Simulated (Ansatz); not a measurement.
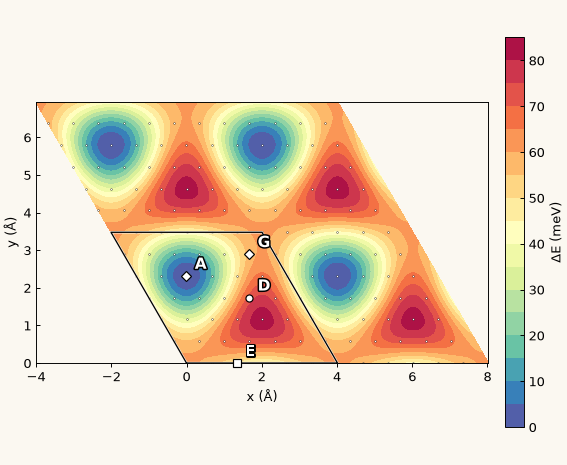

N₂ on a GaAs(111) slab cut from the F-43m phase, its upper half relaxed before the scan (16 atoms of substrate and one adsorbate in a 2 × 2 cell). 
- N2 is moved over the surface cell at a fixed height above a rigid substrate; the origin of the map has the adsorbate above Ga13; the height is held at 2.90 Å.
- Places are given modulo a cell vector. The map is drawn in real space over the plane of the surface.
- The grid has 6 × 6 points; 10 points were computed and 26 follow by symmetry.
- Places are given in fractions of the 1 × 1 surface cell.
- All energies are given in meV relative to the lowest grid point.
- At a fixed height the lowest place need not be the adsorption site.
- Theory: Ansatz, DFT PBE+D3(BJ), scalar-relativistic, plane waves, PAW. Settings: cutoff 420 eV, k-mesh 6×6×1, gaussian smearing 0.05 eV, no spin polarisation.

The picture shows filled contours, dots at the grid points, the outline of one cell of the 2 × 2 shown, lettered points. Between grid points the surface is interpolated.

**Is G the lowest point of the computed grid?**

No. G lies 57 meV above the lowest grid point, which is at a threefold hollow, (2/6, 4/6) of the cell vectors.

**Rank the lettered points by energy, lowest first.**

A (0 meV), E (48 meV), G (57 meV), D (72 meV).
